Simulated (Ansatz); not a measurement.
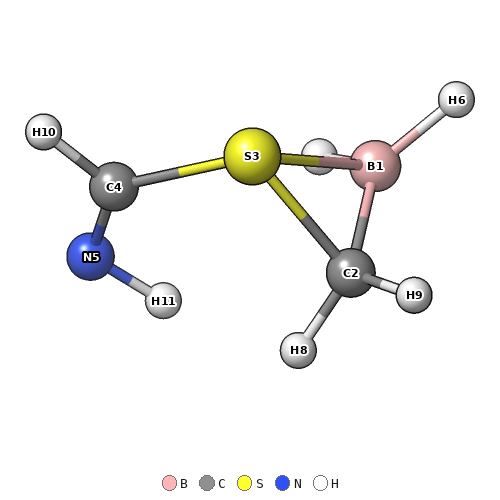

The system is C₂H₆BNS; the picture shows the reference structure. First axis: dihedral S3–C4–N5–H11. Second axis: dihedral B1–S3–C4–N5. Nothing is relaxed (all other coordinates rigid). The grid has 10 × 10 points. Energies: kJ/mol, counted from the lowest grid point. Energies and slopes of some neighbouring points disagree (a jump in structure or state, or too coarse a mesh). The dihedral twists a double bond; near 90° a spin-restricted reference is unreliable. Level of theory: RKS PBE0-D4/def2-SVP (Ansatz 0.2.0).

Its coordinates:

```json
{"atom": "B", "x (Å)": "-0.9166", "y (Å)": "0.9723", "z (Å)": "-0.6267"}
{"atom": "C", "x (Å)": "0.2630", "y (Å)": "0.1586", "z (Å)": "-1.2363"}
{"atom": "S", "x (Å)": "0.9719", "y (Å)": "0.7999", "z (Å)": "0.3375"}
{"atom": "C", "x (Å)": "0.6753", "y (Å)": "-0.5531", "z (Å)": "1.4870"}
{"atom": "N", "x (Å)": "-0.0062", "y (Å)": "-1.5978", "z (Å)": "1.3540"}
{"atom": "H", "x (Å)": "-1.0641", "y (Å)": "2.1274", "z (Å)": "-0.9469"}
{"atom": "H", "x (Å)": "-1.7310", "y (Å)": "0.4111", "z (Å)": "0.0685"}
{"atom": "H", "x (Å)": "0.2878", "y (Å)": "-0.9393", "z (Å)": "-1.2400"}
{"atom": "H", "x (Å)": "0.8588", "y (Å)": "0.5787", "z (Å)": "-2.0549"}
{"atom": "H", "x (Å)": "1.2169", "y (Å)": "-0.3547", "z (Å)": "2.4260"}
{"atom": "H", "x (Å)": "-0.4903", "y (Å)": "-1.6600", "z (Å)": "0.4525"}
```

Range: dihedral S3–C4–N5–H11 from −180 to 144°; dihedral B1–S3–C4–N5 from −180 to 144°.

What will the energy surface look like?

Answer. The lowest grid point is at dihedral S3–C4–N5–H11 = 0°, dihedral B1–S3–C4–N5 = 36°. Other grid points that lie below all their neighbours: dihedral S3–C4–N5–H11 = 0°, dihedral B1–S3–C4–N5 = −144° (5 kJ/mol higher); dihedral S3–C4–N5–H11 = −180°, dihedral B1–S3–C4–N5 = 72° (10 kJ/mol higher); dihedral S3–C4–N5–H11 = −180°, dihedral B1–S3–C4–N5 = −144° (21 kJ/mol higher). The highest grid point, dihedral S3–C4–N5–H11 = −108°, dihedral B1–S3–C4–N5 = 144°, lies 192 kJ/mol above the lowest.

| dihedral B1–S3–C4–N5 ↓, dihedral S3–C4–N5–H11 → | −180 | −144 | −108 | −72 | −36 | 0 | 36 | 72 | 108 | 144 |
| --- | --- | --- | --- | --- | --- | --- | --- | --- | --- | --- |
| 144 | 36 | 86 | 192 | 178 | 67 | 22 | 71 | 181 | 181 | 78 |
| 108 | 28 | 74 | 174 | 163 | 60 | 18 | 67 | 173 | 171 | 70 |
| 72 | 10 | 52 | 142 | 135 | 44 | 6 | 51 | 147 | 145 | 52 |
| 36 | 10 | 51 | 140 | 132 | 37 | 0 | 46 | 140 | 142 | 51 |
| 0 | 28 | 72 | 169 | 160 | 54 | 8 | 57 | 160 | 167 | 70 |
| −36 | 39 | 83 | 187 | 181 | 68 | 16 | 62 | 175 | 190 | 86 |
| −72 | 36 | 76 | 175 | 176 | 68 | 17 | 59 | 167 | 186 | 85 |
| −108 | 26 | 64 | 156 | 154 | 56 | 10 | 51 | 150 | 163 | 71 |
| −144 | 21 | 63 | 154 | 147 | 49 | 5 | 49 | 145 | 150 | 60 |
| −180 | 27 | 75 | 175 | 162 | 57 | 12 | 59 | 161 | 163 | 67 |

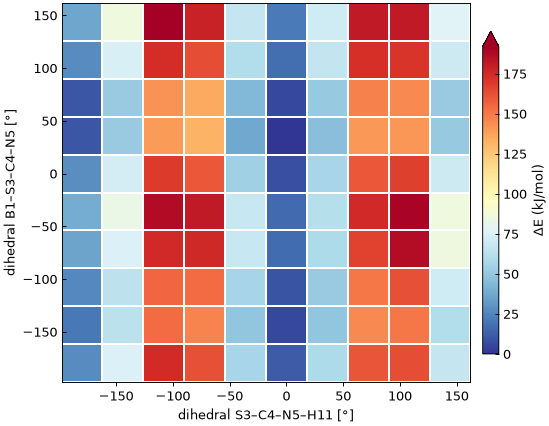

Drawn: one coloured cell a grid point, one colour for all values above the top of the scale.

Time for the 100 points that were run: 11 min on 1 thread of Arm Neoverse V1 (shared host).
